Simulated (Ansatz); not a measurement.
# Stretching the linear W chain, part 3 of 3

Aim: how do moment and conductance of the linear W chain follow its length?

Ansatz 0.2.0; DFT PBE, plane waves, PAW; relaxation of a chain's period (the session's first sound run).

So far, conductance of the lead as this run defines it (G₀): step 3 (the chain at a fixed length, period over the relaxed period …) 6.00; step 6 (period over the relaxed period 1, k-mesh 1×1×35) 6.00; step 7 (period over the relaxed period 1.04, k-mesh 1×1×34) 6.00; step 8 (period over the relaxed period 1.08, k-mesh 1×1×33) 5.00; step 9 (period over the relaxed period 1.13, k-mesh 1×1×31) 5.00. Also absolute moment (μB): step 8 1.87; step 9 2.18.

### Step 10. The chain at a fixed length, period over the relaxed period 1.2, k-mesh 1×1×30

Level of this step: DFT PBE, plane waves, PAW; channels and complex bands of a perfect chain (Ansatz).

The period is set to 1.2 times the relaxed one: longer bonds narrow the bands.

The cell differs from the one that the last finished run ended in (c 2.591 → 2.752 Å).

Input file input.yaml:

```yaml
crystal:
  lattice:
    - [7.5, 0.0, 0.0]
    - [0.0, 7.5, 0.0]
    - [0.0, 0.0, 2.7516563737]
  atoms:
    - { symbol: W, position: [0.5, 0.5, 0.0], spin: 2.0 }
magnetization:
  spin_polarized: true
kpoints:
  mp_grid: { grid: [1, 1, 30] }
scf:
  occupations: { method: fermi_dirac, width: 0.05 }
hamiltonian:
  xc: pbe
output:
  transmission:
    e_range: [-2, 2]
    de: 0.035
    kmesh: [1, 1]
    reduced_basis: true
    leads: [[0, 0]]
  stress: true
```

Launch:

```bash
$ ansatz run input.yaml --threads 4 --pin off --max-ram 8192MiB --backend cpu --events-out ev --progress --plain --runs-dir out
```

Numbers of over 12 decimals in the logs are rounded to 6 here.

The program printed:

```text
[...]
Crystal: 1 atoms, lattice volume = 154.781 Å³
Basis set: ecut = 420 eV, 3089 PW (Γ)
Bands: 12, of which v1, the nominal top of the filled ones, is band 7 counted from 1 (6 counted from 0)
Symmetry: 16 space group operations
[...]
k-points: 16 of 30
[...]
Starting moments: Σ|m| = 2 μB on 1 of 1 site
[...]
--- Transmission ---
  basis      : 497 plane waves across, 4 finite elements along
  points     : 1, standing for a mesh of 1 x 1
[...]
crystal 0  : W1, at the sites [0, 0], period 2.7517 Å: whole cells are its period
[...]
filled         : 2.3 meV over the level at which it is neutral
    channels       : 5.000000e0 up, 3.000000e0 down
[...]
[key lines of the parts left out:]
SCF converged after 11 iterations
Magnetization: 3.2472 μB (8.6236 up, 5.3764 down)
Free energy (F): -10378.327406 eV
Fermi energy:    -1.483191 eV
P = ⅓ Tr σ = -1.6533 GPa (-16.533 kbar)
```

It took 21 s on 4 threads of Arm Neoverse V2, shared host; peak memory 0.51 GiB; 69 s of CPU time.

At the computed energy nearest the Fermi level there are 5 spin-up and 3 spin-down channels, and the thermal average gives 3.79 G₀. The change of length costs 0.815 eV a cell and leaves an absolute moment of 3.25 μB a cell.

For the conductance of the lead as this run defines it, step 3 gave 6.00 G₀; this run, with period over the relaxed period 1.2 and k-mesh 1×1×30, gives 3.79 G₀ (-37 %).

### Step 11. The chain at a fixed length, period over the relaxed period 1.3, k-mesh 1×1×27

The period is set to 1.3 times the relaxed one: longer bonds narrow the bands.

The cell differs from the one that the last finished run ended in (c 2.752 → 2.981 Å).

Edit input.yaml of step 10 so:

```diff
@@ -4,3 +4,3 @@
     - [0.0, 7.5, 0.0]
-    - [0.0, 0.0, 2.7516563737]
+    - [0.0, 0.0, 2.9809610715]
   atoms:
@@ -10,3 +10,3 @@
 kpoints:
-  mp_grid: { grid: [1, 1, 30] }
+  mp_grid: { grid: [1, 1, 27] }
 scf:
```

The program printed:

```text
[...]
Crystal: 1 atoms, lattice volume = 167.679 Å³
Basis set: ecut = 420 eV, 3289 PW (Γ)
Bands: 12, of which v1, the nominal top of the filled ones, is band 7 counted from 1 (6 counted from 0)
Symmetry: 16 space group operations
[...]
k-points: 14 of 27
[...]
Starting moments: Σ|m| = 2 μB on 1 of 1 site
[...]
--- Transmission ---
  basis      : 497 plane waves across, 4 finite elements along
  points     : 1, standing for a mesh of 1 x 1
[...]
crystal 0  : W1, at the sites [0, 0], period 2.9810 Å: whole cells are its period
[...]
filled         : 0.7 meV under the level at which it is neutral
    channels       : 3.000000e0 up, 3.000000e0 down
[...]
[key lines of the parts left out:]
SCF converged after 10 iterations
Magnetization: 4.3748 μB (9.1874 up, 4.8126 down)
Free energy (F): -10377.983910 eV
Fermi energy:    -1.418973 eV
P = ⅓ Tr σ = -1.2038 GPa (-12.038 kbar)
```

It took 15 s on 4 threads; peak memory 0.43 GiB.

At the computed energy nearest the Fermi level there are 3 spin-up and 3 spin-down channels, and the thermal average gives 2.84 G₀. The change of length costs 1.152 eV a cell and leaves an absolute moment of 4.37 μB a cell.

Between step 3 and this run (period over the relaxed period 1.3 and k-mesh 1×1×27) the value for the conductance of the lead as this run defines it moves from 6.00 G₀ to 2.84 G₀ (-53 %).

### Step 12. The series together

Times are for 4 threads of Arm Neoverse V2, shared host. The series side by side:

```csv
no.,period over the relaxed period,conductance of the lead as this run defines it (G₀),absolute moment (μB),energy at zero smearing less the lowest (eV),time,memory (GiB)
1,0.88,6.000,0,1.155,20 s,0.46
2,0.92,6.000,0,0.4384,20 s,0.46
3,0.96,6.000,0,0.1037,17 s,0.45
4,1,6.000,0,0,17 s,0.45
5,1.04,6.000,0,0.08320,16 s,0.44
6,1.08,5.002,1.874,0.2653,22 s,0.52
7,1.13,5.000,2.176,0.4822,21 s,0.53
8,1.2,3.793,3.247,0.8152,21 s,0.51
9,1.3,2.836,4.375,1.152,15 s,0.43
```

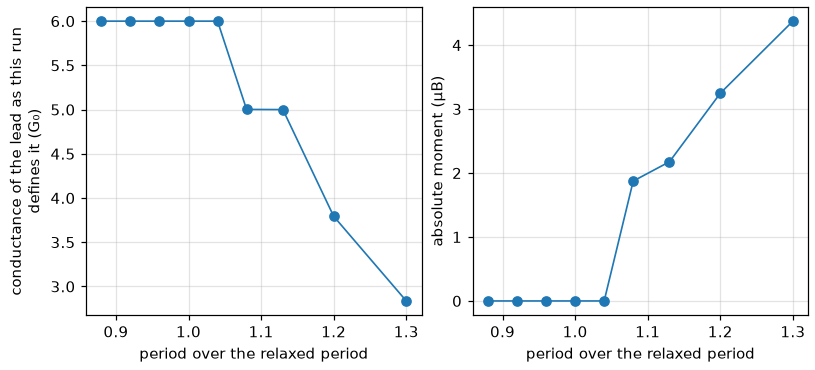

The series as plots.

### Step 13. Summary of results

| Property | Result |
| --- | --- |
| relaxed cell length | 2.293 Å |
| conductance at period × 0.88 | 6.00 G₀ |
| conductance at period × 1.0 | 6.00 G₀ |
| conductance at period × 1.13 | 5.00 G₀ |
| conductance at period × 1.3 | 2.84 G₀ |
| absolute moment at period × 0.88 | 0 μB |
| absolute moment at period × 1.0 | 0 μB |
| absolute moment at period × 1.3 | 4.37 μB |

In words: In these runs no moment survives at the shortest period, and one is present from a factor of 1.08 on: longer bonds narrow the bands, which favours exchange splitting. The conductance goes from 6.00 G₀ at the shortest period to 2.84 G₀ at the longest, while the magnetic state changes too. Transport is coherent and elastic here: the atoms are frozen, so scattering by vibrations plays no part. Spin-orbit coupling is left out, which matters for the bands of heavy atoms. No search over magnetic orders was made; another may lie lower. For the perfect chain only parallel moments were started; its antiparallel and spiral orders were not tested. Conductances of a perfect chain off the multiples of half a G0 come from band edges within the thermal window; the square box also splits pairs of bands that an isolated chain keeps degenerate, which moves such edges. The lead's cell of one atom keeps the chain straight and evenly spaced; a zigzag or dimerised form may lie lower.

[Logs are printed without paths, hosts, clocks, repeated set-up lines and the standing remarks that a program may print on its own settings, such as how far it seeks lower states.]

[Hosts, paths, dates, database ids (printed as entryN), source tags and the programs' standing remarks are cut or masked in the printed files.]
